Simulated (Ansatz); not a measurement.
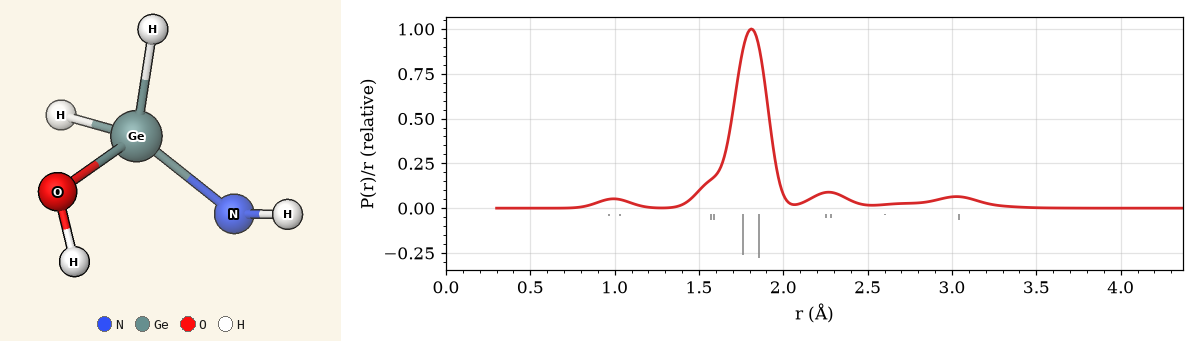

Simulated gas electron diffraction: radial distribution curve of GeH₄NO (charge -1, ignored in the scattering factors). Each pair of atoms contributes with weight ZᵢZⱼ/r (bars below the curve); damping constant 0.001 Å²; vibrational amplitudes assumed, not computed: 0.05 Å for bonds, 0.078 Å for bonds to H, 0.06 + 0.015 r up to 0.15 Å for other pairs. The geometry is the end point of an optimisation (Ansatz, RKS PBE0-D4/def2-SVP); it may be a saddle point or a higher isomer.

Question: Read the positions of the first 4 clear peaks and name the main pairs (– for bonds).

Answer: Peak 1, 0.99 Å: O–H 0.97 Å, N–H 1.03 Å, not resolved
Peak 2, 1.81 Å: Ge–N 1.76 Å, Ge–O 1.86 Å, not resolved; in its flanks Ge–H 1.57–1.59 Å
Peak 3, 2.27 Å: Ge···H 2.25–2.28 Å (×2)
Peak 4, 3.03 Å: N···H 2.87–2.96 Å (×2), O···N 3.04 Å, O···H 3.29 Å, not resolved; in its flanks O···H 2.60–2.72 Å
